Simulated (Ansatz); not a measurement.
## KTaSe3 (model cell, started as cubic perovskite with Ta in the octahedra): following an unstable mode

Wanted: the energy along a soft mode of KTaSe3 (model cell, started as cubic perovskite with Ta in the octahedra) and the structure at the end.

Calculated with Ansatz 0.2.0; DFT LDA, scalar-relativistic, plane waves, PAW; PAW set soft_1.

The structure was built from a prototype and need not be the compound's stable phase.

**1. Starting point**

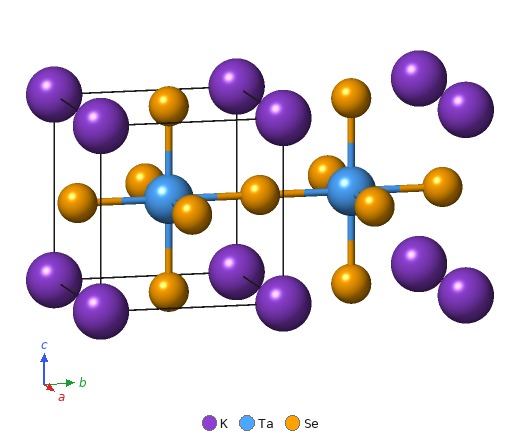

Start, viewed slightly off an axis; potassium purple, tantalum blue, selenium orange. 1×2×1 cells are drawn. Some periodic images of atoms are drawn too.

Structure file:

```cif
data_structure
_symmetry_space_group_name_H-M 'Pm-3m'
_symmetry_Int_Tables_number 221
_cell_length_a 4.9989
_cell_length_b 4.9989
_cell_length_c 4.9989
_cell_angle_alpha 90.000
_cell_angle_beta 90.000
_cell_angle_gamma 90.000
_cell_volume 124.92
loop_
_atom_site_label
_atom_site_type_symbol
_atom_site_symmetry_multiplicity
_atom_site_Wyckoff_symbol
_atom_site_fract_x
_atom_site_fract_y
_atom_site_fract_z
_atom_site_occupancy
K1 K 1 a 0.00000 0.00000 0.00000 1
Ta1 Ta 1 b 0.50000 0.50000 0.50000 1
Se1 Se 3 c 0.50000 0.50000 0.00000 1
```

**2. The dispersion**

The cell comes from relaxations at this level that are not shown. Stability and thermal properties need the whole zone. Linear response on a 2×2×2 q mesh gives force constants as far as a supercell of that size would.

Input file input.yaml:

```yaml
crystal:
  lattice:
    - [4.998906978, 0.0, 0.0]
    - [0.0, 4.998906978, 0.0]
    - [0.0, 0.0, 4.998906978]
  atoms:
    - { symbol: K, position: [0.0, 0.0, 0.0] }
    - { symbol: Ta, position: [0.5, 0.5, 0.5] }
    - { symbol: Se, position: [0.5, 0.5, 0.0] }
    - { symbol: Se, position: [0.5, 0.0, 0.5] }
    - { symbol: Se, position: [0.0, 0.5, 0.5] }
kpoints:
  mp_grid: { grid: [8, 8, 8] }
hamiltonian:
  xc: lda
  pseudopotentials: { kind: paw, azcp: { folder: soft_1 }, xc_functional: pbe }
scf:
  occupations: { method: methfessel_paxton, width: 0.2 }
output:
  eigenvalues: true
phonons:
  method: dfpt
  qmesh: [2, 2, 2]
  temperatures: { t_max: 1000, t_step: 50 }
  qpath:
    path:
      - [[0.0, 0.0, 0.0], [0.0, 0.5, 0.0], [0.5, 0.5, 0.0], [0.0, 0.0, 0.0], [0.5, 0.5, 0.5], [0.0, 0.5, 0.0]]
      - [[0.5, 0.5, 0.5], [0.5, 0.5, 0.0]]
    npoints: 10
```

On the command line:

```bash
$ ansatz run input.yaml --threads 4 --pin off --max-ram 16384MiB --backend cpu --events-out ev --progress --plain --runs-dir out
```

Numbers of over 12 decimals in the logs are rounded to 6 here.

Output:

```text
Engine: ansatz 0.2.0, aarch64-unknown-linux-gnu
Pseudopotentials: kind: paw
Pseudopotential: K, paw, valence charge 9, recommended cutoff 420 eV (normal), soft_1/K.paw.azcp
Pseudopotential: Ta, paw, valence charge 13, recommended cutoff 420 eV (normal), soft_1/Ta.paw.azcp
Pseudopotential: Se, paw, valence charge 16, recommended cutoff 420 eV (normal), soft_1/Se.paw.azcp
Functional definition: SPW92
  exchange = slater_x
  correlation = pw_c
Crystal: 5 atoms, lattice volume = 124.918 Å³
Basis set: ecut = 420 eV, 2469 PW (Γ), exchange–correlation on 72×72×72 points (8 copies of the dense FFT grid, shifted against one another)
Bands: 42, of which v1, the nominal top of the filled ones, is band 35 counted from 1 (34 counted from 0)
Symmetry: 48 space group operations
k-points: 35 of 512
Non-local potential: K, projectors of the file, l = 0: 3, l = 1: 2, l = 2: 2
Non-local potential: Ta, projectors of the file, l = 0: 3, l = 1: 2, l = 2: 2, l = 3: 1
Non-local potential: Se, projectors of the file, l = 0: 2, l = 1: 2, l = 2: 3, l = 3: 1
PAW form: soft (Blöchl's): semilocal exchange-correlation on the pseudo side does not see the compensation charge
PAW frozen core: K, regenerated for the run's functional, and the local potential with it (the file was generated under x = pbe(κ = 0.804, μ = 0.219515), c = pbe(β = 0.066725))
PAW frozen core: Ta, regenerated for the run's functional, and the local potential with it (the file was generated under x = pbe(κ = 0.804, μ = 0.219515), c = pbe(β = 0.066725))
PAW frozen core: Se, regenerated for the run's functional, and the local potential with it (the file was generated under x = pbe(κ = 0.804, μ = 0.219515), c = pbe(β = 0.066725))
PAW one-centre angular grid: K, 110 points (default); XC on 64 Gauss nodes
PAW one-centre angular grid: Ta, 590 points (default); XC on 64 Gauss nodes
PAW one-centre angular grid: Se, 590 points (default); XC on 64 Gauss nodes
Initial density: superposition of atomic densities (chi_scale 0.1, normalization cell, long waves kept (reshape's long-wave potential 0.00 eV rms))
Initial wavefunctions: pseudopotential atomic-orbital guess
Functional: x = slater, c = lda
SCF iter   1: F=—  HF=-27334.667826 eV  |F-HF|=—  |Δ(HF+E_count)|=         —  Δρ=4.68e-2  dr2=4.82e0  ethr=3.10e-3  ⟨swp⟩=7.5  Hψ=5542  notcnv=0
preconditioner: auto → Kerker (q_TF=auto, 2.477 Å⁻¹)  [metal: Δε(μ)=0.057 eV  Ē_g=10.276 eV  σ=0.200 eV  W_gap=0.24  n_scr=26 (ndim 8)  ℏωp=18.2 eV  f_vac=0.008  D(μ)=3.45/eV (n_scr^D=26)]
SCF iter   2: F=—  HF=-27333.747794 eV  |F-HF|=—  |Δ(HF+E_count)|=   9.20e-1  S|Δr|=    0.00e0  Δρ=2.40e-2  dr2=1.29e0  ethr=3.10e-3  ⟨swp⟩=2.1  Hψ=2224  notcnv=0  defer=56
SCF iter   3: F=—  HF=-27333.344664 eV  |F-HF|=—  |Δ(HF+E_count)|=   4.03e-1  S|Δr|=    0.00e0  Δρ=5.89e-3  dr2=9.96e-2  ethr=1.84e-3  ⟨swp⟩=2.4  Hψ=2180  notcnv=0  defer=56
SCF iter   4: F=—  HF=-27333.312569 eV  |F-HF|=—  |Δ(HF+E_count)|=   3.21e-2  S|Δr|=    0.00e0  Δρ=3.05e-3  dr2=3.67e-2  ethr=1.42e-4  ⟨swp⟩=2.0  Hψ=2892  notcnv=0  defer=57
SCF iter   5: F=—  HF=-27333.295161 eV  |F-HF|=—  |Δ(HF+E_count)|=   1.74e-2  S|Δr|=    0.00e0  Δρ=1.42e-3  dr2=5.37e-3  ethr=5.25e-5  ⟨swp⟩=2.2  Hψ=2559  notcnv=0  defer=57
SCF iter   6: F=—  HF=-27333.293290 eV  |F-HF|=—  |Δ(HF+E_count)|=   1.87e-3  S|Δr|=    0.00e0  Δρ=3.59e-4  dr2=2.83e-4  ethr=7.67e-6  ⟨swp⟩=2.0  Hψ=1915  notcnv=0  defer=57
SCF iter   7: F=—  HF=-27333.293276 eV  |F-HF|=—  |Δ(HF+E_count)|=   1.39e-5  S|Δr|=    0.00e0  Δρ=1.28e-4  dr2=3.76e-5  ethr=4.05e-7  ⟨swp⟩=2.0  Hψ=1896  notcnv=0  defer=57
SCF iter   8: F=—  HF=-27333.293276 eV  |F-HF|=—  |Δ(HF+E_count)|=   1.45e-7  S|Δr|=    0.00e0  Δρ=3.42e-5  dr2=2.84e-6  ethr=5.36e-8  ⟨swp⟩=2.0  Hψ=1689  notcnv=0  defer=57
SCF iter   9: F=—  HF=-27333.293275 eV  |F-HF|=—  |Δ(HF+E_count)|=   3.19e-7  S|Δr|=    0.00e0  Δρ=1.02e-5  dr2=2.48e-7  ethr=4.06e-9  ⟨swp⟩=2.0  Hψ=2588  notcnv=0  defer=57
SCF iter  10: F=—  HF=-27333.293275 eV  |F-HF|=—  |Δ(HF+E_count)|=   4.86e-8  S|Δr|=    0.00e0  Δρ=2.95e-6  dr2=1.15e-8  ethr=3.54e-10  ⟨swp⟩=2.3  Hψ=2390  notcnv=0  defer=57
SCF iter  11: F=—  HF=-27333.293275 eV  |F-HF|=—  |Δ(HF+E_count)|=   5.96e-9  S|Δr|=    0.00e0  Δρ=5.50e-7  dr2=4.39e-10  ethr=1.64e-11  ⟨swp⟩=2.0  Hψ=1595  notcnv=0  defer=57
SCF iter  12: F=—  HF=-27333.293275 eV  |F-HF|=—  |Δ(HF+E_count)|=  2.29e-10  S|Δr|=    0.00e0  Δρ=1.57e-7  dr2=3.19e-11  ethr=1.00e-12  ⟨swp⟩=2.4  Hψ=2584  notcnv=0  defer=57
SCF iter  13: F=-27333.293275 eV  HF=-27333.293275 eV  |F-HF|=0.00e0  |Δ(HF+E_count)|=  3.64e-12  S|Δr|=    0.00e0  Δρ=3.29e-8  dr2=8.87e-13  ethr=1.00e-12  ⟨swp⟩=11.2  Hψ=7804  notcnv=0
SCF 1 converged in 13 iterations: F = -27333.293275 eV  dr2 = 8.87e-13
  greatest PAW one-centre occupation: 1.000 electrons in one spin orbital (limit 2), on the Se atom at site 3 (counted from 0), in its partial waves of l = 2
Initial density: read from a saved state, or passed on in memory by an earlier SCF of this step, an earlier step, the calling program or the single point that the run made first
iter 1 solved again at ethr=2.21e-7 eV; its pass at ethr=3.10e-3 eV (dr2=1.55e-4 eV) is discarded
SCF iter   1: F=—  HF=-27333.293275 eV  |F-HF|=—  |Δ(HF+E_count)|=         —  Δρ=1.01e-6  dr2=9.99e-10  ethr=2.21e-7  ⟨swp⟩=3.0  Hψ=8588  notcnv=0
eigensolver tolerance schedule: the retry pair's looser diagonalisation over-reported the residual by 154956.17 of it (diagonalisation noise at an unbounded share of the residual, at the tolerance the schedule requests for it); recorded, not acted on — ethr = c·dr2/N_el stays at c = 1.0e-1
preconditioner: auto → LDOS  [metal: Δε(μ)=0.071 eV  Ē_g=10.180 eV  σ=0.200 eV  W_gap=0.30  n_scr=26 (ndim 8)  ℏωp=18.2 eV  f_vac=0.042  D(μ)=3.59/eV (n_scr^D=26)  β→1.0]
SCF iter   2: F=—  HF=-27333.293275 eV  |F-HF|=—  |Δ(HF+E_count)|=   6.53e-7  S|Δr|=    0.00e0  Δρ=1.12e-6  dr2=1.33e-9  ethr=1.43e-12  ⟨swp⟩=3.9  Hψ=4240  notcnv=0
SCF iter   3: F=—  HF=-27333.293275 eV  |F-HF|=—  |Δ(HF+E_count)|=  3.46e-10  S|Δr|=    0.00e0  Δρ=5.55e-7  dr2=3.18e-10  ethr=1.43e-12  ⟨swp⟩=2.0  Hψ=2426  notcnv=0
SCF iter   4: F=—  HF=-27333.293275 eV  |F-HF|=—  |Δ(HF+E_count)|=  4.00e-11  S|Δr|=    0.00e0  Δρ=3.95e-7  dr2=1.49e-10  ethr=1.00e-12  ⟨swp⟩=1.0  Hψ=1470  notcnv=0
SCF iter   5: F=-27333.293275 eV  HF=-27333.293275 eV  |F-HF|=3.64e-12  |Δ(HF+E_count)|=  5.09e-11  S|Δr|=    0.00e0  Δρ=2.58e-8  dr2=1.21e-12  ethr=1.00e-12  ⟨swp⟩=3.1  Hψ=4802  notcnv=0
SCF 2 converged in 5 iterations: F = -27333.293275 eV  dr2 = 1.21e-12
  greatest PAW one-centre occupation: 1.000 electrons in one spin orbital (limit 2), on the Se atom at site 4 (counted from 0), in its partial waves of l = 2
phonons: the bands overlap, so this run is a metal and interpolates without the dipole-dipole term. If the crystal is really an insulator or semiconductor, its LO-TO splitting is missing
NSCF: frozen V_eff on 35 k-points
NSCF: frozen V_eff on 125 k-points
DFPT response loops at q = (0, 0, 0) (fractional): preconditioner auto → Kerker (q_TF=auto, 2.477 Å⁻¹) (partly filled bands, converged f_vac=0.042); β = 1.00, the filter's whole step (`scf.mixing.beta` (0.50) is not read by the response loops under this deck's `scf.mixing.preconditioner`; to damp them name `kerker` or `kerker_dos`, under which they read `scf.mixing.beta`, and type it under 1.00, their step now; both keys bind the ground state too); Broyden in place of MSR1
NSCF: frozen V_eff on 250 k-points
DFPT response loops at q = (0, 0, -0.5) (fractional): mixed as the last ones told, above
NSCF: frozen V_eff on 250 k-points
DFPT response loops at q = (0, -0.5, -0.5) (fractional): mixed as the last ones told, above
NSCF: frozen V_eff on 250 k-points
DFPT response loops at q = (-0.5, -0.5, -0.5) (fractional): mixed as the last ones told, above
SCF converged after 13 iterations
Stability not checked: this state was not tested for a lower state beside it, because cold or Methfessel-Paxton smearing, or corrected tetrahedra, fill the levels in a way that the test cannot read (fill_not_monotonic; see scf.lower_state_search)
Free energy (F): -27333.293275 eV
Harris-Foulkes:  -27333.293275 eV  (|F-HF|=0.00e0)
Internal energy: -27333.281853 eV  (E = F + TS)
E sigma→0 (E₀):  -27333.290420 eV
Entropy (-TS):   -0.011422 eV (-2.284 meV/atom)
Fermi energy:    8.278294 eV
Step filling:    the computed levels leave a gap of 0.0714 eV = 0.4 smearing widths at the electron count; against every level under it full and every level over it empty, smearing changes F+E_penalty+E_count by -2.560 meV and its σ→0 estimate by +0.295 meV
--- Per-component energies (eV) ---
  E_band       = -1468.784412
  E_kinetic    = 983.652233
  E_local      = -10023.614348  (includes V_loc(G=0)·N_el)
  E_nonlocal   = -1042.091053
  E_hartree    = 5002.893353
  E_xc         = -706.878236
  E_vxc        = -670.917186  (∫ρ·V_xc dr)
  E_paw        = -14938.060107  (= ΣΔE_a)
  E_vpaw       = -721.599687  (= ΣTr[D̂ρ^β])
  E_aug_tail   = -0.001027  (compensation charges beyond the density's cutoff)
  E_ewald      = -6616.351246
  E_core_change = 7.168577  (= ΣΔE_core)
  E_smearing   = -0.011422  (= −TS)
  E_closure    = 0.000000  (closes the sum)
  Σ components = -27333.293275   (vs F -27333.293275, Δ=0.00e0)
--- Band table (eV; the first three rows and the last of 35) ---
  k-point 0: bands = [... 31 lower, 6.9847, 7.4134, 7.4134, 7.4134, 7.7858, 7.7858, 7.7858, 9.8038, ... 3 higher]
  k-point 1: bands = [... 31 lower, 6.8767, 7.1222, 7.4227, 7.4874, 7.4874, 8.3395, 8.3395, 9.8178, ... 3 higher]
  k-point 2: bands = [... 31 lower, 6.2446, 6.6428, 7.4457, 7.4753, 7.4753, 9.2217, 9.2217, 9.8428, ... 3 higher]
  k-point 34: bands = [... 31 lower, 3.6641, 8.5047, 8.5047, 8.5047, 10.4980, 10.4980, 10.4980, 11.5624, ... 3 higher]
--- Phonons (Γ-DFPT): 4 representative perturbations + reference (Σ response iterations 13) ---
  ASR residual: 3.631e-5 → 0.000e0 eV/Å²; symmetrization residual: 5.595e-6 eV/Å²
  ASR residual per site (eV/Å²): 1.09e-5 4.12e-6 3.63e-5 3.63e-5 3.63e-5
  Γ frequencies (cm⁻¹): 0.00 0.00 0.00 45.85 45.85 45.85 61.21 61.21 61.21 80.42 80.42 80.42 230.71 230.71 230.71
--- Phonons (arbitrary-q DFPT): 4 irreducible q on the 2×2×2 mesh ---
  q = [0.0000, 0.0000, 0.0000] (star 1, of the zone-centre solve; hermiticity 8.94e-7, symmetrization 8.25e-12): -0.00 -0.00 0.00 45.85 45.85 45.85 61.21 61.21 61.21 80.42 80.42 80.42 230.71 230.71 230.71
  q = [0.0000, 0.0000, -0.5000] (star 3, 9 solved perturbations in 975 linear systems a pass and spin channel, the states on 125 of 512 k-point pairs; hermiticity 5.75e-7, symmetrization 1.16e-12): 13.03 13.03 58.79 58.79 66.56 66.56 74.00 75.70 91.76 94.53 94.53 148.07 229.36 229.36 263.67
  q = [0.0000, -0.5000, -0.5000] (star 3, 9 solved perturbations in 975 linear systems a pass and spin channel, the states on 125 of 512 k-point pairs; hermiticity 1.18e-6, symmetrization 2.43e-12): -45.35 -19.39 65.02 65.02 71.03 85.78 89.67 89.67 91.11 91.11 128.08 149.50 149.50 228.32 284.77
  q = [-0.5000, -0.5000, -0.5000] (star 1, 4 solved perturbations in 350 linear systems a pass and spin channel, the states on 125 of 512 k-point pairs; hermiticity 4.36e-7, symmetrization 6.96e-12): -126.59 -126.59 -48.78 -48.78 -48.78 71.25 71.25 71.25 128.10 128.10 128.10 149.59 149.59 149.59 302.07
  sum rule: each row above includes the acoustic sum rule's correction from the zone centre's row sums; it moved no ω² by more than (0.35 cm⁻¹)²
  mesh force constants: q→R imaginary residual 2.22e-18; ASR residual 3.631e-5 → 0.000e0 eV/Å²; symmetrization residual 1.066e-14 eV/Å²
  interpolated dispersion: 62 rows × 15 modes
  density of states and harmonic sums: on the 14×14×14 q-mesh, interpolated from the force constants of a 2×2×2 supercell (no non-analytic term)
  largest difference from the sums on the solved wave vectors: F 2.31e-1 eV, S 3.14e-4 and C_V 8.49e-5 eV/K
  zero-point energy: 0.095539 eV/cell   skipped modes (ω ≤ 0): 120, of them read as no rigid motion or as one in doubt: 117 (7.853e-1 modes/cell left out, lowest -126.59 cm⁻¹)   left out of the sums: 5.24e-2 of the cell's modes: C_V's classical limit lies that fraction below 3 k_B per atom; for a crystal, a wire or a layer, F and S can be off by more, and a phonons.interpolated_qmesh denser along its periods is the remedy for the sampling
```

Wall time 7.8 min (4 threads of Arm Neoverse V1, shared host); peak memory 1.8 GiB.

In the SCF lines HF is the Harris–Foulkes energy and dr2 the Hartree energy of the density residual, in eV; the loop may stop once dr2 is under the threshold and the program's other checks hold. Hψ counts applications of the Hamiltonian.

This step gave:

```yaml
volume_per_atom: 24.98 Å³
gap_on_the_k_mesh: 0 eV
sum_rule_residual_before_enforcement: 3.63e-5 eV/Å²
lowest_frequency_on_the_path: -126.6 cm⁻¹
point_group: m-3m
highest_frequency_on_the_path_or_at_a_solved_wavevector: 302.9 cm⁻¹
highest_optical_mode_at_the_zone_centre_no_lo_to_term: 230.7 cm⁻¹
lowest_optical_zone_centre_mode: 45.85 cm⁻¹
lowest_mode_on_the_q_mesh_acoustic_modes_at_gamma_apart: -126.6 cm⁻¹
```

Frequencies (cm⁻¹) solved at each irreducible wavevector; negative means imaginary. Frequencies by wavevector, by row:

| q in reciprocal lattice units | star | mode 1 | mode 2 | mode 3 | mode 4 | mode 13 | mode 14 | mode 15 |
| --- | --- | --- | --- | --- | --- | --- | --- | --- |
| 0 0 0 | 1 | 0 | 0 | 0 | 45.9 | 230.7 | 230.7 | 230.7 |
| 0 0 -0.5 | 3 | 13 | 13 | 58.8 | 58.8 | 229.4 | 229.4 | 263.7 |
| 0 -0.5 -0.5 | 3 | -45.4 | -19.4 | 65 | 65 | 149.5 | 228.3 | 284.8 |
| -0.5 -0.5 -0.5 | 1 | -126.6 | -126.6 | -48.8 | -48.8 | 149.6 | 149.6 | 302.1 |

Interpolated from a 2×2×2 q mesh. The phonon branches at the labelled points (cm⁻¹):

| point | branch 1 | branch 2 | branch 3 | branch 4 | branch 12 | branch 13 | branch 14 | branch 15 |
| --- | --- | --- | --- | --- | --- | --- | --- | --- |
| Γ | 0 | 0 | 0 | 46 | 80 | 231 | 231 | 231 |
| X | 13 | 13 | 59 | 59 | 148 | 229 | 229 | 264 |
| M | -45 | -19 | 65 | 65 | 150 | 150 | 228 | 285 |
| Γ | 0 | 0 | 0 | 46 | 80 | 231 | 231 | 231 |
| R | -127 | -127 | -49 | -49 | 150 | 150 | 150 | 302 |
| X | 13 | 13 | 59 | 59 | 148 | 229 | 229 | 264 |
| jump to R | -127 | -127 | -49 | -49 | 150 | 150 | 150 | 302 |
| M | -45 | -19 | 65 | 65 | 150 | 150 | 228 | 285 |

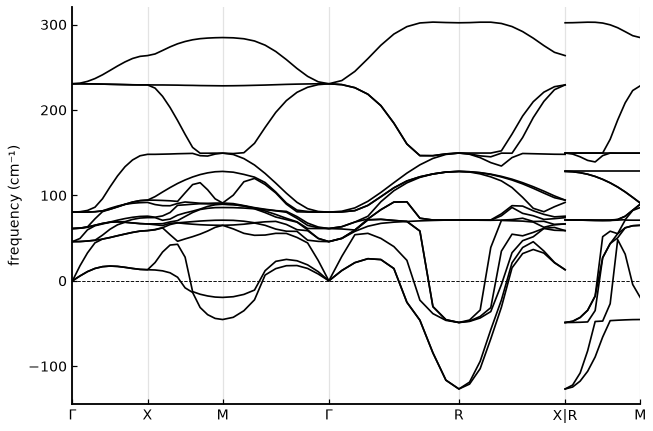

Phonon branches along the path.

Symmetry leaves 4 wavevectors to solve. The lowest mode among them, the acoustic zeros apart, lies at q = (-0.5, -0.5, -0.5) and is imaginary, 126.6i cm⁻¹, so the energy falls along it.

**3. The mode frozen in, largest atomic shift 0 Å**

The mode followed lies at q = (-0.5, -0.5, -0.5) with frequency 126.6i cm⁻¹ and is 2-fold degenerate, the softest among the wavevectors solved. At small amplitude the distorted cell has space group no. 69 by a symmetry search on the positions. The undistorted cell that holds it gives the zero of energy on the same k mesh.

System of this step: KTaSe3 (model cell, started as cubic perovskite with Ta in the octahedra). It takes space group Pm-3m (No. 221, cubic). The conventional cell has a = 4.999 Å, b = 4.999 Å, c = 4.999 Å, α = 90.00°, β = 90.00°, γ = 90.00°. K has 12 Se at 3.53 Å nearest. Nearest to Ta lie 6 Se at 2.50 Å. Nearest to Se lie 2 Ta at 2.50 Å and 4 K at 3.53 Å. Farther neighbours and most contacts between anions are not listed.

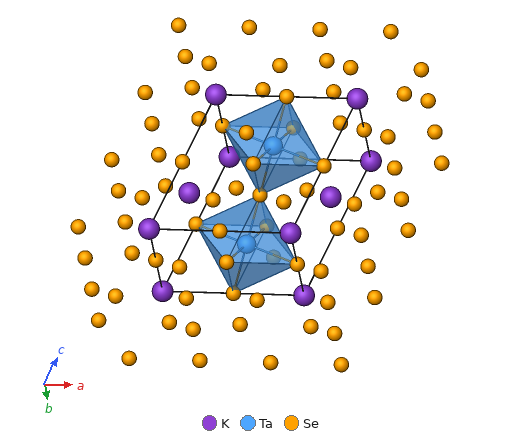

The cell of this step (potassium purple, tantalum blue, selenium orange). Some periodic images of atoms are drawn too.

input.yaml, the sections that differ from step 2:

```yaml
crystal:
  lattice:
    - [4.998906978, 4.998906978, 0.0]
    - [4.998906978, 0.0, 4.998906978]
    - [4.998906978, 0.0, -4.998906978]
  atoms:
    - { symbol: K, position: [0.0, 0.0, 0.0] }
    - { symbol: K, position: [0.0, 0.5, 0.5] }
    - { symbol: Ta, position: [0.5, 0.25, 0.75] }
    - { symbol: Ta, position: [0.5, 0.75, 0.25] }
    - { symbol: Se, position: [0.5, 0.5, 0.5] }
    - { symbol: Se, position: [0.5, 0.0, 0.0] }
    - { symbol: Se, position: [0.0, 0.5, 0.0] }
    - { symbol: Se, position: [0.0, 0.0, 0.5] }
    - { symbol: Se, position: [0.5, 0.5, 0.0] }
    - { symbol: Se, position: [0.5, 0.0, 0.5] }
output:
  forces: true
  stress: true
  eigenvalues: true
# kpoints, hamiltonian, scf: as in step 2
# phonons: removed
```

Output:

```text
[...]
Crystal: 10 atoms, lattice volume = 249.836 Å³
Basis set: ecut = 420 eV, 4909 PW (Γ)
Bands: 84, of which v1, the nominal top of the filled ones, is band 70 counted from 1 (69 counted from 0)
Symmetry: 96 space group operations
[...]
k-points: 29 of 512
[...]
k-point 0: bands = [... 66 lower, 7.4352, 7.7835, 7.7835, 7.7835, 8.4961, 8.4961, 8.4961, 9.8268, ... 10 higher]
  k-point 1: bands = [... 66 lower, 7.5035, 7.9708, 7.9708, 8.0204, 8.3432, 8.3432, 8.4184, 10.1210, ... 10 higher]
  k-point 2: bands = [... 66 lower, 7.2618, 7.9793, 7.9793, 8.2101, 8.3449, 8.4937, 8.4937, 10.0309, ... 10 higher]
  k-point 28: bands = [... 66 lower, 6.4982, 6.4982, 7.5402, 7.5402, 9.2188, 9.2188, 10.1314, 10.1314, ... 10 higher]
[key lines of the parts left out:]
SCF converged after 10 iterations
Free energy (F): -54666.638005 eV
Fermi energy:    8.256866 eV
P = ⅓ Tr σ = -0.1008 GPa (-1.008 kbar)
```

It took 12 s on 4 threads; peak memory 0.98 GiB; 46 s of CPU time.

This step gave:

| Item | Value |
| --- | --- |
| pressure | -0.1008 GPa |
| energy from the undistorted cell | 0 meV/atom |

The run ends at a pressure of -0.10 GPa.

(Part 1 of 3 ends here.)

[Logs are printed without paths, hosts, clocks, repeated set-up lines and the standing remarks that a program may print on its own settings, such as how far it seeks lower states.]

[Hosts, paths, dates, database ids (printed as entryN), source tags and the programs' standing remarks are cut or masked in the printed files.]
